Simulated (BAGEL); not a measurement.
# A workflow on CH4OSi (SMILES CO[SiH])

Aim: a single-point energy (HF/def2-SV(P)), then a single-point energy (NEVPT2(2,2)/def2-SV(P)), then a single-point energy (CASPT2(2,2)/def2-SV(P)) of CH4OSi. 

The results are computed with BAGEL 1.2.2.

2 further runs of the same task are left out: 2 set aside as unsound or not needed.

### Step 1. The structure to begin with

CH4OSi: 7 atoms, total charge 0, spin state singlet. As SMILES, `CO[SiH]`. The Si3–H7 distance was set to 2.483 Å, away from the relaxed value. At this shape a bond of the SMILES string is far longer than usual.

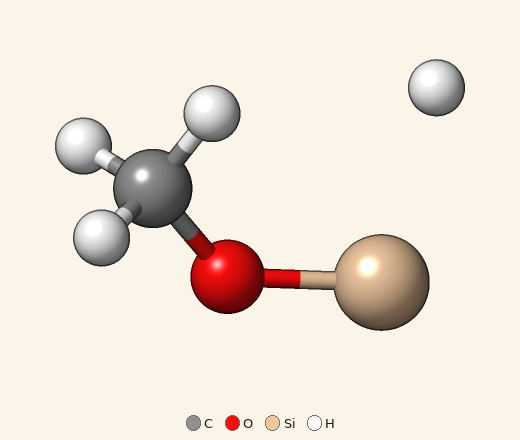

The structure, seen from a chosen angle (carbon grey, oxygen red, silicon light orange, hydrogen white).

### Step 2. A single-point energy at HF/def2-SV(P) (density fitting with svp-jkfit) (run 1)

File hf.json:

```json
{ "bagel" : [

{
  "title" : "molecule",
  "basis" : "def2-sv_p_.json",
  "df_basis" : "svp-jkfit",
  "angstrom" : "true",
  "geometry" : [
    { "atom" : "C", "xyz" : [      -1.139255,       0.202491,       0.288955 ] },
    { "atom" : "O", "xyz" : [      -1.070055,      -0.729509,       1.345055 ] },
    { "atom" : "Si", "xyz" : [       0.170045,      -1.670309,       1.857355 ] },
    { "atom" : "H", "xyz" : [      -1.923255,      -0.102209,      -0.408045 ] },
    { "atom" : "H", "xyz" : [      -0.183055,       0.264491,      -0.241245 ] },
    { "atom" : "H", "xyz" : [      -1.396155,       1.184491,       0.692855 ] },
    { "atom" : "H", "xyz" : [       1.841700,      -0.915600,       0.184100 ] }
  ]
},

{ "title" : "hf" },

{ "title" : "print", "file" : "orbitals.molden", "orbitals" : "true" }

]}
```

The basis set def2-SV(P) is read from a file made from the Basis Set Exchange's data (not shown).

Started as:

```console
$ BAGEL_NUM_THREADS=1 BAGEL hf.json > hf.out
```

What it wrote:

```text
* using 1 threads per process

  ===============================================================
  ===============================================================

  *** Geometry ***

  { "atom" : "C", "xyz" : [     -2.152880,      0.382653,      0.546046 ] },
  { "atom" : "O", "xyz" : [     -2.022111,     -1.378572,      2.541786 ] },
  { "atom" : "Si", "xyz" : [      0.321338,     -3.156427,      3.509892 ] },
  { "atom" : "H", "xyz" : [     -3.634425,     -0.193147,     -0.771093 ] },
  { "atom" : "H", "xyz" : [     -0.345924,      0.499816,     -0.455887 ] },
  { "atom" : "H", "xyz" : [     -2.638351,      2.238364,      1.309306 ] },
  { "atom" : "H", "xyz" : [      3.480309,     -1.730233,      0.347899 ] },

  Number of auxiliary basis functions:      352

  Since a DF basis is specified, we compute 2- and 3-index integrals:
    o Being stored without compression. Storage requirement is 0.008 GB

  Number of basis functions:       54
  Number of electrons      :       32

    * METHOD: MOLECULE                             0.09

  *** RHF ***

  === Nuclear Repulsion ===
    98.6795748648

      * DIIS with orbital gradients will be used.

  === RHF iteration (def2-sv_p_.json) ===
      0       -403.53570990          0.02235936           0.02
      1       -403.62789901          0.01803074           0.02
      2       -403.69158314          0.00183549           0.02
      3       -403.69316621          0.00057178           0.02
      4       -403.69328888          0.00014683           0.02
      5       -403.69330372          0.00004168           0.02
      6       -403.69330528          0.00000962           0.02
      7       -403.69330535          0.00000259           0.02
      8       -403.69330535          0.00000103           0.02
      9       -403.69330535          0.00000049           0.02
     10       -403.69330535          0.00000016           0.02
     11       -403.69330535          0.00000004           0.02
     12       -403.69330535          0.00000001           0.02
     13       -403.69330535          0.00000000           0.02
    * SCF iteration converged.

    * Permanent dipole moment:
           (    0.942639,    -0.049144,    -0.388974) a.u.

    * METHOD: HF                                   0.33

    * METHOD: PRINT                                0.01

  ===============================================================
```

Run time: 0.56 s. Hardware: 1 thread of Arm Neoverse V1, shared host; peak memory 0.14 GiB.

### Step 3. A single-point energy at NEVPT2(2,2)/def2-SV(P) (density fitting with svp-jkfit) (run 2)

File input.json:

```json
{ "bagel" : [

{
  "title" : "molecule",
  "basis" : "def2-sv_p_.json",
  "df_basis" : "svp-jkfit",
  "angstrom" : "true",
  "geometry" : [
    { "atom" : "C", "xyz" : [   -1.139255,    0.202491,    0.288955 ] },
    { "atom" : "O", "xyz" : [   -1.070055,   -0.729509,    1.345055 ] },
    { "atom" : "Si", "xyz" : [    0.170045,   -1.670309,    1.857355 ] },
    { "atom" : "H", "xyz" : [   -1.923255,   -0.102209,   -0.408045 ] },
    { "atom" : "H", "xyz" : [   -0.183055,    0.264491,   -0.241245 ] },
    { "atom" : "H", "xyz" : [   -1.396155,    1.184491,    0.692855 ] },
    { "atom" : "H", "xyz" : [    1.841700,   -0.915600,    0.184100 ] }
  ]
},
{
  "title" : "hf"
},
{
  "title" : "casscf",
  "nstate" : 1,
  "nact" : 2,
  "nclosed" : 15,
  "nspin" : 0,
  "active" : [16, 18],
  "maxiter" : 200,
  "natocc" : "true"
},
{
  "title" : "nevpt2",
  "nstate" : 1,
  "nact" : 2,
  "nclosed" : 15,
  "nspin" : 0,
  "active" : [16, 18],
  "maxiter" : 200,
  "natocc" : "true",
  "ncore" : 7
},
{
  "title" : "print",
  "file" : "orbitals.molden",
  "orbitals" : "true"
}

]}
```

The basis set def2-SV(P) is read from a file made from the Basis Set Exchange's data (not shown).

Started as:

```console
$ BAGEL_NUM_THREADS=1 BAGEL input.json > input.out
```

What it wrote:

```text
* using 1 threads per process

  ===============================================================
  ===============================================================

  *** Geometry ***

  { "atom" : "C", "xyz" : [     -2.152880,      0.382653,      0.546046 ] },
  { "atom" : "O", "xyz" : [     -2.022111,     -1.378572,      2.541786 ] },
  { "atom" : "Si", "xyz" : [      0.321338,     -3.156427,      3.509892 ] },
  { "atom" : "H", "xyz" : [     -3.634425,     -0.193147,     -0.771093 ] },
  { "atom" : "H", "xyz" : [     -0.345924,      0.499816,     -0.455887 ] },
  { "atom" : "H", "xyz" : [     -2.638351,      2.238364,      1.309306 ] },
  { "atom" : "H", "xyz" : [      3.480309,     -1.730233,      0.347899 ] },

  Number of auxiliary basis functions:      352

[... 21 lines left out ...]
    * SCF iteration converged.
[... 1 line left out ...]
    * Permanent dipole moment:
[... 27 lines left out ...]
    * Second-order optimization converged. *
[... 1 line left out ...]
     guess   0:   closed 1.                   open ..

  === FCI iteration ===

      0  0      -403.68920110     6.78e-02      0.00
      1  0      -403.72571007     1.14e-02      0.00
      2  0 *    -403.72714621     4.50e-16      0.00

     * ci vector, state   0, <S^2> = 0.0000
       2.     0.9625699232
       .2    -0.2710334721

    * METHOD: CASSCF                               1.31

    * freezing 7 orbitals

  === DF-NEVPT2 calculation ===

    * 3-index integral transformation done
    * assembly done

      NEVPT2 correlation energy:   -0.3695631786      0.05

          (+0)     -0.3390432068
          (+0)'    -0.0061072874
          (+1)     -0.0095992419
          (+1)'    -0.0000000000
          (+2)     -0.0006919231
          (-1)     -0.0132301321
          (-1)'     0.0000000000
          (-2)     -0.0008913873

      NEVPT2 total energy:       -404.0967093876

    * METHOD: NEVPT2                               0.08

    * METHOD: PRINT                                0.01

  ===============================================================
```

Wall time 1.9 s (1 thread of Arm Neoverse V1, shared host); peak memory 0.14 GiB.

### Step 4. A single-point energy at CASPT2(2,2)/def2-SV(P) (density fitting with svp-jkfit) (run 3)

File input.json:

```json
{ "bagel" : [

{
  "title" : "molecule",
  "basis" : "def2-sv_p_.json",
  "df_basis" : "svp-jkfit",
  "angstrom" : true,
  "geometry" : [
    { "atom" : "C", "xyz" : [      -1.139255,       0.202491,       0.288955 ] },
    { "atom" : "O", "xyz" : [      -1.070055,      -0.729509,       1.345055 ] },
    { "atom" : "Si", "xyz" : [       0.170045,      -1.670309,       1.857355 ] },
    { "atom" : "H", "xyz" : [      -1.923255,      -0.102209,      -0.408045 ] },
    { "atom" : "H", "xyz" : [      -0.183055,       0.264491,      -0.241245 ] },
    { "atom" : "H", "xyz" : [      -1.396155,       1.184491,       0.692855 ] },
    { "atom" : "H", "xyz" : [       1.841700,      -0.915600,       0.184100 ] }
  ]
},

{ "title" : "hf", "charge" : 0 },

{ "title" : "casscf", "nstate" : 1, "nact" : 2, "nclosed" : 15, "charge" : 0, "active" : [16, 18], "maxiter" : 200, "natocc" : true },

{ "title" : "print", "file" : "orbitals.molden", "orbitals" : true },

{ "title" : "smith", "method" : "caspt2", "ms" : true, "xms" : true, "sssr" : true, "shift" : 0.2, "shift_imag" : true, "ncore" : 7 }

]}
```

The basis set def2-SV(P) is read from a file made from the Basis Set Exchange's data (not shown).

Started as:

```console
$ BAGEL_NUM_THREADS=1 BAGEL input.json > input.out
```

What it wrote:

```text
* using 1 threads per process

  ===============================================================
  ===============================================================

  *** Geometry ***

  { "atom" : "C", "xyz" : [     -2.152880,      0.382653,      0.546046 ] },
  { "atom" : "O", "xyz" : [     -2.022111,     -1.378572,      2.541786 ] },
  { "atom" : "Si", "xyz" : [      0.321338,     -3.156427,      3.509892 ] },
  { "atom" : "H", "xyz" : [     -3.634425,     -0.193147,     -0.771093 ] },
  { "atom" : "H", "xyz" : [     -0.345924,      0.499816,     -0.455887 ] },
  { "atom" : "H", "xyz" : [     -2.638351,      2.238364,      1.309306 ] },
  { "atom" : "H", "xyz" : [      3.480309,     -1.730233,      0.347899 ] },

  Number of auxiliary basis functions:      352

[... 21 lines left out ...]
    * SCF iteration converged.
[... 1 line left out ...]
    * Permanent dipole moment:
[... 27 lines left out ...]
    * Second-order optimization converged. *
[... 9 lines left out ...]
     * ci vector, state   0, <S^2> = 0.0000
[... 16 lines left out ...]
    * Zeroth order energy : state  0       -0.5181318461
[... 4 lines left out ...]
       #      aibj      arbs      arbi      airj      risj      airs      arst      rist         Etot      error   time
[... 2 lines left out ...]
       0  -0.33783  -0.00117  -0.01367  -0.01030  -0.00104  -0.00548  -0.00000   0.00000   -0.3694834  0.0011445   0.02
       1  -0.33789  -0.00119  -0.01369  -0.01039  -0.00110  -0.00563   0.00000  -0.00000   -0.3698944  0.0002527   0.02
       2  -0.33789  -0.00119  -0.01369  -0.01040  -0.00111  -0.00563  -0.00000  -0.00000   -0.3699135  0.0000475   0.02
       3  -0.33790  -0.00119  -0.01369  -0.01040  -0.00111  -0.00564  -0.00000  -0.00000   -0.3699142  0.0000080   0.02
       4  -0.33790  -0.00119  -0.01369  -0.01040  -0.00111  -0.00564   0.00000  -0.00000   -0.3699142  0.0000010   0.02
       5  -0.33790  -0.00119  -0.01369  -0.01040  -0.00111  -0.00564  -0.00000  -0.00000   -0.3699142  0.0000002   0.02

      ------------------------------------------------------------------------------------------------------------------

    * CASPT2 energy : state  0     -404.0991959848
        w/o shift correction       -404.0970604572
        reference weight              0.8886585502

    * METHOD: SMITH                                0.17

  ===============================================================
```

It took 2 s on 1 thread of Arm Neoverse V1, shared host; peak memory 0.14 GiB.

### Step 5. Results

```
                                   quantity          value
         run 1, HF/def2-SV(P): total energy  -403.69331 Eh
        run 1, HF/def2-SV(P): dipole moment         2.59 D
          run 1, HF/def2-SV(P): HOMO energy       -8.10 eV
          run 1, HF/def2-SV(P): LUMO energy        0.75 eV
        run 1, HF/def2-SV(P): HOMO–LUMO gap        8.85 eV
run 2, NEVPT2(2,2)/def2-SV(P): total energy  -404.09671 Eh
run 3, CASPT2(2,2)/def2-SV(P): total energy  -404.09920 Eh
```

What this shows: One bond (run 1, HF/def2-SV(P)) is far stretched, which a spin-restricted single reference describes badly; a broken-symmetry solution may lie lower.
